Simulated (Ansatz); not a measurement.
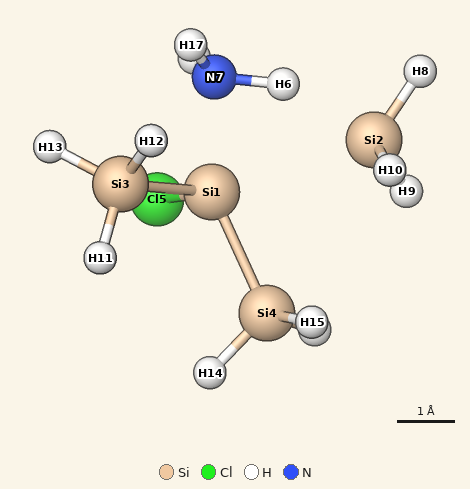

*The input geometry (ball-and-stick view, seen at a tilt; atoms are numbered from 1 in the order of the input).*

Geometry relaxation, with input and output: Si4NH12Cl (part 1 of 3)

System: Si4NH12Cl.
Method: RKS PBE0-D4/def2-SVP (Ansatz 0.2.0).

The input holds or restrains some coordinates. Forces given for the steps count only the free coordinates. Figures and captions count atoms from 1; the log counts them from 0 in places.

Log:
```
Functional definition: PBE0
  name "PBE0"
  cite "Adamo & Barone, J. Chem. Phys. 110, 6158 (1999) doi:10.1063/1.478522"
  cite "Perdew, Burke & Ernzerhof, Phys. Rev. Lett. 77, 3865 (1996) doi:10.1103/PhysRevLett.77.3865"
  parent pbe
  parameter a = 0.25
  parameter kappa = 0.804
  parameter beta = 0.06672455060314922
  exchange = (1 - a)*pbe_x(kappa = kappa, mu = beta*pi^2/3) + a*exact_x
  correlation = pbe_c(beta = beta)
1691 factors; integrals over basis functions are off by at most 6.1e-4 eV
mean field evaluation 1: about -45678.7876 eV, gradient 4.3e1 eV
mean field evaluation 2: about -45672.6973 eV, gradient 6.5e1 eV
mean field evaluation 4: about -45682.9963 eV, gradient 2.2e0 eV
mean field evaluation 8: about -45683.0250 eV, gradient 1.4e-1 eV
mean field evaluation 16: about -45683.0250 eV, gradient 5.6e-5 eV
mean field -45683.02501389 eV, -1678.8202041939 hartree, gradient 5.6e-5 eV, S^2 0.000000; 0 other end points of the search recorded, 0 dependent functions left out
the calculation of the forces begins
reference -45683.02505087 eV, -1678.8202055529 hartree; 46, 46 occupied and 118, 118 virtual orbitals, 1691 factors
relax step   1: F+E_penalty+E_count = -45683.54657878 eV  Δ(F+E_penalty+E_count) = +0.000e0 eV  max|allowed force component| = 7.135e-1 eV/Å  Δτ_max = 0.0000 Å  (27 SCF iters, accepted)
  distance Si 0 - N 6 held at 2.062961 Å   reaction = +7.2711e-1 eV/Å
  distance Si 1 - H 5 held at 1.917917 Å   reaction = -3.6420e-1 eV/Å
  distance Si 0 - Si 1 held at 3.039377 Å   reaction = +4.7669e-1 eV/Å
  distance H 5 - N 6 held at 1.233222 Å   reaction = +1.7956e0 eV/Å
these checks for a lower state are left out or cut short: starts, cluster_reference, orbital_swaps, neighbouring_geometries, increment
1691 factors; integrals over basis functions are off by at most 6.5e-4 eV
mean field -45683.19869773 eV, -1678.8265869572 hartree, gradient 1.7e-5 eV, S^2 0.000000; 0 other end points of the search recorded, 0 dependent functions left out
[... from here on the field's lines of each further geometry are left out, up to the last ...]
relax step   2: F+E_penalty+E_count = -45683.72529588 eV  Δ(F+E_penalty+E_count) = -1.787e-1 eV  max|allowed force component| = 4.555e-1 eV/Å  Δτ_max = 0.1919 Å  (30 SCF iters, accepted)
relax step   3: F+E_penalty+E_count = -45683.79111086 eV  Δ(F+E_penalty+E_count) = -6.581e-2 eV  max|allowed force component| = 1.323e-1 eV/Å  Δτ_max = 0.0653 Å  (28 SCF iters, accepted)
relax step   4: F+E_penalty+E_count = -45683.80127362 eV  Δ(F+E_penalty+E_count) = -1.016e-2 eV  max|allowed force component| = 1.036e-1 eV/Å  Δτ_max = 0.0382 Å  (28 SCF iters, accepted)
relax step   5: F+E_penalty+E_count = -45683.83399975 eV  Δ(F+E_penalty+E_count) = -3.273e-2 eV  max|allowed force component| = 1.752e-1 eV/Å  Δτ_max = 0.1952 Å  (30 SCF iters, accepted)
relax step   6: F+E_penalty+E_count = -45683.87401002 eV  Δ(F+E_penalty+E_count) = -4.001e-2 eV  max|allowed force component| = 3.041e-1 eV/Å  Δτ_max = 0.1950 Å  (30 SCF iters, accepted)
relax step   7: F+E_penalty+E_count = -45683.90798244 eV  Δ(F+E_penalty+E_count) = -3.397e-2 eV  max|allowed force component| = 4.119e-1 eV/Å  Δτ_max = 0.1961 Å  (30 SCF iters, accepted)
relax step   8: F+E_penalty+E_count = -45683.96131986 eV  Δ(F+E_penalty+E_count) = -5.334e-2 eV  max|allowed force component| = 7.592e-1 eV/Å  Δτ_max = 0.1947 Å  (30 SCF iters, accepted)
relax step   9: F+E_penalty+E_count = -45684.02334669 eV  Δ(F+E_penalty+E_count) = -6.203e-2 eV  max|allowed force component| = 8.123e-1 eV/Å  Δτ_max = 0.1947 Å  (29 SCF iters, accepted)
relax step  10: F+E_penalty+E_count = -45684.08538584 eV  Δ(F+E_penalty+E_count) = -6.204e-2 eV  max|allowed force component| = 6.898e-1 eV/Å  Δτ_max = 0.1926 Å  (29 SCF iters, accepted)
relax step  11: F+E_penalty+E_count = -45684.15348808 eV  Δ(F+E_penalty+E_count) = -6.810e-2 eV  max|allowed force component| = 6.030e-1 eV/Å  Δτ_max = 0.1950 Å  (29 SCF iters, accepted)
relax step  12: F+E_penalty+E_count = -45684.19585930 eV  Δ(F+E_penalty+E_count) = -4.237e-2 eV  max|allowed force component| = 6.461e-1 eV/Å  Δτ_max = 0.1933 Å  (29 SCF iters, accepted)
relax step  13: F+E_penalty+E_count = -45684.23291261 eV  Δ(F+E_penalty+E_count) = -3.705e-2 eV  max|allowed force component| = 5.792e-1 eV/Å  Δτ_max = 0.1206 Å  (26 SCF iters, accepted)
relax step  14: F+E_penalty+E_count = -45684.27373330 eV  Δ(F+E_penalty+E_count) = -4.082e-2 eV  max|allowed force component| = 1.064e-1 eV/Å  Δτ_max = 0.2000 Å  (29 SCF iters, accepted)
relax step  15: F+E_penalty+E_count = -45684.28673296 eV  Δ(F+E_penalty+E_count) = -1.300e-2 eV  max|allowed force component| = 1.333e-1 eV/Å  Δτ_max = 0.1854 Å  (27 SCF iters, accepted)
relax step  16: F+E_penalty+E_count = -45684.29393480 eV  Δ(F+E_penalty+E_count) = -7.202e-3 eV  max|allowed force component| = 1.343e-1 eV/Å  Δτ_max = 0.1455 Å  (25 SCF iters, accepted)
relax step  17: F+E_penalty+E_count = -45684.29807713 eV  Δ(F+E_penalty+E_count) = -4.142e-3 eV  max|allowed force component| = 9.990e-2 eV/Å  Δτ_max = 0.0481 Å  (26 SCF iters, accepted)
relax step  18: F+E_penalty+E_count = -45684.30166163 eV  Δ(F+E_penalty+E_count) = -3.585e-3 eV  max|allowed force component| = 9.600e-2 eV/Å  Δτ_max = 0.0772 Å  (25 SCF iters, accepted)
relax step  19: F+E_penalty+E_count = -45684.30411167 eV  Δ(F+E_penalty+E_count) = -2.450e-3 eV  max|allowed force component| = 9.424e-2 eV/Å  Δτ_max = 0.1149 Å  (25 SCF iters, accepted)
relax step  20: F+E_penalty+E_count = -45684.30623654 eV  Δ(F+E_penalty+E_count) = -2.125e-3 eV  max|allowed force component| = 8.786e-2 eV/Å  Δτ_max = 0.0553 Å  (25 SCF iters, accepted)
relax step  21: F+E_penalty+E_count = -45684.30784623 eV  Δ(F+E_penalty+E_count) = -1.610e-3 eV  max|allowed force component| = 6.510e-2 eV/Å  Δτ_max = 0.0359 Å  (25 SCF iters, accepted)
relax step  22: F+E_penalty+E_count = -45684.30944110 eV  Δ(F+E_penalty+E_count) = -1.595e-3 eV  max|allowed force component| = 5.086e-2 eV/Å  Δτ_max = 0.0620 Å  (26 SCF iters, accepted)
relax step  23: F+E_penalty+E_count = -45684.31071641 eV  Δ(F+E_penalty+E_count) = -1.275e-3 eV  max|allowed force component| = 1.027e-1 eV/Å  Δτ_max = 0.1117 Å  (25 SCF iters, accepted)
relax step  24: F+E_penalty+E_count = -45684.31165992 eV  Δ(F+E_penalty+E_count) = -9.435e-4 eV  max|allowed force component| = 7.155e-2 eV/Å  Δτ_max = 0.0221 Å  (24 SCF iters, accepted)
relax step  25: F+E_penalty+E_count = -45684.31272607 eV  Δ(F+E_penalty+E_count) = -1.066e-3 eV  max|allowed force component| = 4.563e-2 eV/Å  Δτ_max = 0.0674 Å  (25 SCF iters, accepted)
relax step  26: F+E_penalty+E_count = -45684.31404745 eV  Δ(F+E_penalty+E_count) = -1.321e-3 eV  max|allowed force component| = 2.672e-2 eV/Å  Δτ_max = 0.0580 Å  (25 SCF iters, accepted)
relax step  27: F+E_penalty+E_count = -45684.31453523 eV  Δ(F+E_penalty+E_count) = -4.878e-4 eV  max|allowed force component| = 7.692e-2 eV/Å  Δτ_max = 0.0800 Å  (25 SCF iters, accepted)
relax step  28: F+E_penalty+E_count = -45684.31505926 eV  Δ(F+E_penalty+E_count) = -5.240e-4 eV  max|allowed force component| = 4.933e-2 eV/Å  Δτ_max = 0.0141 Å  (24 SCF iters, accepted)
relax step  29: F+E_penalty+E_count = -45684.31563137 eV  Δ(F+E_penalty+E_count) = -5.721e-4 eV  max|allowed force component| = 1.714e-2 eV/Å  Δτ_max = 0.0355 Å  (24 SCF iters, accepted)
relax step  30: F+E_penalty+E_count = -45684.31606325 eV  Δ(F+E_penalty+E_count) = -4.319e-4 eV  max|allowed force component| = 1.552e-2 eV/Å  Δτ_max = 0.0657 Å  (26 SCF iters, accepted)
the calculation of the forces begins
reference -45683.76969475 eV, -1678.8475707109 hartree; 46, 46 occupied and 118, 118 virtual orbitals, 1691 factors
relax step  31: F+E_penalty+E_count = -45684.31611868 eV  Δ(F+E_penalty+E_count) = -5.543e-5 eV  max|allowed force component| = 3.721e-2 eV/Å  Δτ_max = 0.0786 Å  (25 SCF iters, accepted)
```

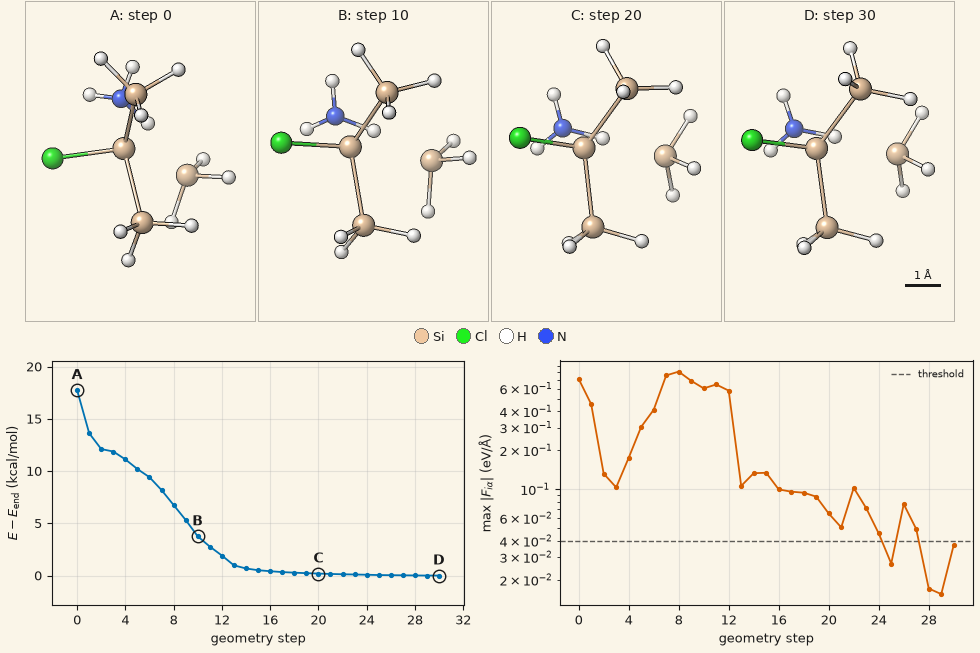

*Frames of the restrained relaxation (ball-and-stick view, seen at an oblique angle) above the curves, on which the letters mark them (the first geometry is step 0 here and step 1 in the log).*

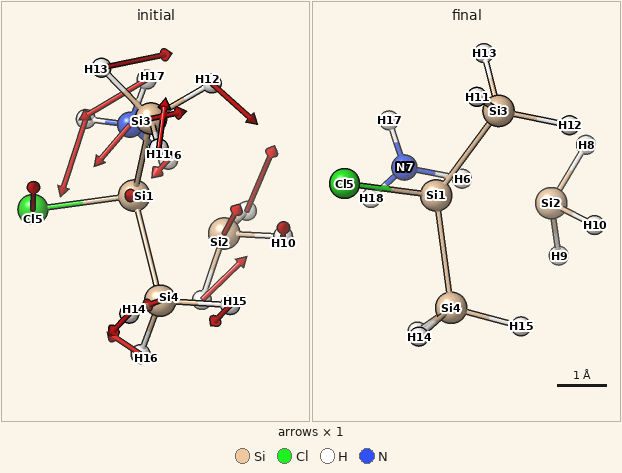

*Before (left) and after (right) the restrained relaxation, at one scale (ball-and-stick view, seen at an oblique angle). The red arrows give the displacements, at true length.*

The largest moves after the best rigid fit, 2.10 Å, are those of H8 and H13. Largest moves by element: H 2.10 Å, Cl 1.66 Å, N 1.16 Å, Si 1.03 Å. Among the contacts that change: Si2–H9 1.465 → 1.511 Å, Si2–H10 1.468 → 1.508 Å, Si1–Si4 2.374 → 2.335 Å, Si2–H8 1.477 → 1.511 Å. Among the angles that change: Si3–Si1–Si4 109.7° → 131.9°, Si1–Si3–H13 116.9° → 105.5°, Si1–Si4–H16 114.8° → 105.5°. After 30 geometry steps the energy has fallen by 17.7 kcal/mol. The largest force component goes from 0.71 to 0.037 eV/Å. (Atoms are counted from 1 in the order of the input.)

```
  distance Si 0 - N 6 held at 2.062961 Å   reaction = +1.7869e0 eV/Å
  distance Si 1 - H 5 held at 1.917917 Å   reaction = -5.1721e-1 eV/Å
  distance Si 0 - Si 1 held at 3.039377 Å   reaction = -6.8262e-2 eV/Å
  distance H 5 - N 6 held at 1.233222 Å   reaction = +8.2745e-1 eV/Å
1691 factors; integrals over basis functions are off by at most 5.8e-4 eV
mean field -45683.76965866 eV, -1678.8475693847 hartree, gradient 4.2e-5 eV, S^2 0.000000; 1 other end points of the search recorded, 0 dependent functions left out
the calculation of the forces begins
reference -45683.76969475 eV, -1678.8475707109 hartree; 46, 46 occupied and 118, 118 virtual orbitals, 1691 factors
Total energy: -45684.31615477 eV, -1678.8676527462 hartree
Atom 0 at    -0.912705     0.429638    -0.032540 Å, force    -0.279974    -1.738230    -0.282854 eV/Å
Atom 1 at     1.844369    -0.845112     0.074090 Å, force     0.530759     0.160992     0.079134 eV/Å
Atom 2 at    -0.005355     1.352971    -1.975187 Å, force     0.018461     0.011879    -0.037212 eV/Å
Atom 3 at    -0.433189     0.768327     2.227481 Å, force     0.001444     0.004107    -0.005067 eV/Å
Atom 4 at    -2.985937     0.908403    -0.180815 Å, force     0.003211    -0.003837     0.003579 eV/Å
Atom 5 at     0.077457    -1.532945    -0.214550 Å, force    -1.304272    -0.223958    -0.175427 eV/Å
Atom 6 at    -1.147152    -1.595888    -0.345727 Å, force     1.018071     1.781159     0.364134 eV/Å
Atom 7 at     2.580654    -1.385209    -1.129832 Å, force    -0.002775    -0.000631    -0.002489 eV/Å
Atom 8 at     2.321279    -1.687886     1.233605 Å, force     0.002263    -0.004631     0.005992 eV/Å
Atom 9 at     2.476328     0.502566     0.315595 Å, force    -0.002366    -0.003552     0.001097 eV/Å
Atom 10 at    -0.789823     2.568905    -2.358107 Å, force     0.017131    -0.028320     0.013208 eV/Å
Atom 11 at     1.438664     1.692508    -1.829514 Å, force    -0.032018    -0.003686    -0.006208 eV/Å
Atom 12 at    -0.184984     0.308892    -3.035882 Å, force     0.002945     0.024174     0.034855 eV/Å
Atom 13 at    -1.317418     1.849113     2.761335 Å, force     0.000648    -0.001901    -0.002355 eV/Å
Atom 14 at     0.997267     1.106745     2.462552 Å, force     0.003099     0.000255     0.002904 eV/Å
Atom 15 at    -0.777861    -0.519900     2.906640 Å, force    -0.001164    -0.002314    -0.001890 eV/Å
Atom 16 at    -1.513786    -1.841276    -1.267759 Å, force     0.016035     0.009923     0.025071 eV/Å
Atom 17 at    -1.667907    -2.079752     0.388516 Å, force     0.008501     0.018572    -0.016472 eV/Å
Dipole moment:    -0.506341    -0.282538    -0.088539 e Å
```

Trajectory as extended XYZ (Å, eV, eV/Å), 31 frames, from step=1 to step=31:
```
18
Properties=species:S:1:pos:R:3:forces:R:3 step=1 energy=-45683.54658
Si   -0.6456    0.1334   -0.0026   -0.1896  -1.2023  -0.3040
Si    1.7341   -1.5704    0.8171   -0.2641   0.5625   0.0533
Si   -0.8351    1.5950   -1.8255    0.2260   0.1890   0.1680
Si   -0.0867    1.3602    1.9513    0.1464  -0.1713  -0.2491
Cl   -2.5858   -0.4824    0.5804   -0.1741   0.1397   0.1760
H     0.4196   -1.8437   -0.5525   -1.7521   0.4793  -1.3488
N    -0.5512   -1.5156   -1.2386    1.3291  -0.0392   1.1976
H     2.4302   -2.8255    0.4677    0.1912  -0.5183  -0.2553
H     1.4736   -1.6779    2.2544   -0.1174   0.0121   0.7135
H     2.7353   -0.5165    0.6152    0.5374   0.4766   0.0024
H    -0.9102    2.9981   -1.4104   -0.0202   0.5469   0.2826
H     0.3671    1.4675   -2.6627    0.5243  -0.1030  -0.2652
H    -1.9636    1.3732   -2.7403   -0.4973  -0.3654  -0.1314
H    -0.9618    2.5271    2.1297   -0.4734   0.3952  -0.1902
H     1.2771    1.8767    1.8255    0.6067   0.1743  -0.1100
H    -0.1790    0.6009    3.1991   -0.0581  -0.5250   0.3356
H    -0.3657   -1.3593   -2.2280    0.2902   0.1024  -0.2608
H    -1.3524   -2.1407   -1.1799   -0.3054  -0.1535   0.1857
18
Properties=species:S:1:pos:R:3:forces:R:3 step=2 energy=-45683.72530
Si   -0.7734    0.0750   -0.0141    0.5736  -0.3741  -0.3529
Si    1.7167   -1.4484    0.8327    0.1008   0.0641   0.1043
Si   -0.7737    1.6616   -1.7790   -0.2589  -0.4158  -0.0180
Si   -0.0212    1.3055    1.8809   -0.4555  -0.3087  -0.0536
Cl   -2.7317   -0.4400    0.6374    0.3753   0.0760  -0.2200
H     0.3779   -1.7982   -0.4954   -1.3340   0.2599  -1.2742
N    -0.5702   -1.5651   -1.2489    0.5060   0.2571   1.3193
H     2.3505   -2.7526    0.4204    0.0975  -0.0807   0.0285
H     1.4591   -1.5706    2.2981    0.0021  -0.0221   0.1805
H     2.7959   -0.4246    0.6700    0.0792   0.1124  -0.0268
H    -0.8663    3.0764   -1.3301   -0.0256   0.0686   0.0901
H     0.4501    1.4957   -2.6188    0.0710  -0.0103  -0.0239
H    -1.9669    1.2933   -2.6115    0.0508   0.1344  -0.0758
H    -0.9759    2.4568    1.9587    0.0120   0.0794   0.0716
H     1.3667    1.8233    1.7514    0.0911  -0.0112  -0.1114
H    -0.1505    0.4458    3.0897    0.0120   0.0655   0.1063
H    -0.3222   -1.4216   -2.2362    0.0807   0.1444   0.2042
H    -1.3649   -2.2124   -1.2054    0.0218  -0.0388   0.0517
18
Properties=species:S:1:pos:R:3:forces:R:3 step=3 energy=-45683.79111
Si   -0.7250    0.1019   -0.0140    0.2481  -0.7375  -0.4134
Si    1.7359   -1.4768    0.8165    0.2161   0.2465   0.2410
Si   -0.7823    1.6413   -1.8059   -0.0264  -0.1026  -0.0028
Si   -0.0616    1.3049    1.9133   -0.0766  -0.0936  -0.0463
Cl   -2.6799   -0.4173    0.6069    0.0012   0.0520  -0.0420
H     0.3860   -1.7807   -0.5116   -1.4600   0.1730  -1.2580
N    -0.5881   -1.5562   -1.2337    0.8419   0.2668   1.2321
H     2.3938   -2.7785    0.4220    0.0087  -0.0125  -0.0058
H     1.4822   -1.5928    2.2905   -0.0032   0.0020   0.0597
H     2.8050   -0.4349    0.6491    0.0378   0.0277   0.0044
H    -0.8720    3.0539   -1.3351   -0.0088   0.0242   0.0256
H     0.4524    1.4810   -2.6372    0.0219   0.0171  -0.0073
H    -1.9640    1.3160   -2.6700    0.0358   0.0158   0.0235
H    -0.9979    2.4726    2.0080    0.0095   0.0063   0.0025
H     1.3332    1.8082    1.7499    0.0332   0.0130   0.0035
H    -0.1785    0.4703    3.1433    0.0011   0.0025  -0.0027
H    -0.3644   -1.4009   -2.2235    0.0821   0.0555   0.1272
H    -1.3749   -2.2119   -1.1686    0.0374   0.0440   0.0587
18
Properties=species:S:1:pos:R:3:forces:R:3 step=4 energy=-45683.80127
Si   -0.7283    0.1028   -0.0136    0.2472  -0.8081  -0.4676
Si    1.7484   -1.4608    0.7984    0.2641   0.2598   0.3077
Si   -0.7693    1.6358   -1.8057    0.0433  -0.0241  -0.0106
Si   -0.0742    1.2919    1.9158   -0.0101  -0.0292   0.0021
Cl   -2.6952   -0.3887    0.5867   -0.0609   0.0406  -0.0150
H     0.3827   -1.7805   -0.5097   -1.4966   0.1577  -1.2421
N    -0.6040   -1.5674   -1.2181    0.9208   0.3297   1.2955
H     2.4045   -2.7663    0.4066   -0.0034   0.0141  -0.0005
H     1.4937   -1.5763    2.2768    0.0107   0.0028  -0.0082
H     2.8234   -0.4198    0.6366   -0.0039  -0.0087  -0.0010
H    -0.8593    3.0477   -1.3258   -0.0108  -0.0107   0.0059
H     0.4709    1.4813   -2.6335   -0.0118   0.0150   0.0137
H    -1.9472    1.3162   -2.6743    0.0159   0.0061   0.0118
H    -1.0058    2.4646    2.0098    0.0137  -0.0099   0.0027
H     1.3242    1.7929    1.7525   -0.0054  -0.0034   0.0154
H    -0.1932    0.4587    3.1471   -0.0032   0.0041  -0.0153
H    -0.3830   -1.4073   -2.2065    0.0552   0.0248   0.0780
H    -1.3881   -2.2247   -1.1431    0.0353   0.0393   0.0273
18
Properties=species:S:1:pos:R:3:forces:R:3 step=5 energy=-45683.83400
Si   -0.7484    0.0958   -0.0131    0.1456  -0.8952  -0.6025
Si    1.7951   -1.3940    0.7280    0.3589   0.2662   0.4329
Si   -0.7164    1.6189   -1.8041    0.1752   0.0915  -0.0089
Si   -0.1151    1.2424    1.9327    0.0832   0.0668   0.0966
Cl   -2.7831   -0.2391    0.4973   -0.0192  -0.0041  -0.0268
H     0.3784   -1.7791   -0.5061   -1.5945   0.0657  -1.1074
N    -0.6575   -1.6194   -1.1559    1.0601   0.5596   1.4129
H     2.4448   -2.7091    0.3480   -0.0122   0.0468  -0.0044
H     1.5450   -1.5124    2.2167    0.0309   0.0128  -0.1326
H     2.8859   -0.3600    0.5802   -0.0913  -0.0617  -0.0269
H    -0.8139    3.0255   -1.2997   -0.0128  -0.0649  -0.0182
H     0.5384    1.4834   -2.6167   -0.0545   0.0039   0.0437
H    -1.8824    1.3166   -2.6890   -0.0239  -0.0175  -0.0179
H    -1.0306    2.4288    2.0265    0.0110  -0.0382  -0.0045
H     1.2923    1.7329    1.7810   -0.0605  -0.0436   0.0212
H    -0.2483    0.4103    3.1630   -0.0164  -0.0107  -0.0238
H    -0.4570   -1.4521   -2.1459   -0.0659  -0.0346   0.0116
H    -1.4273   -2.2894   -1.0430    0.0863   0.0571  -0.0449
```
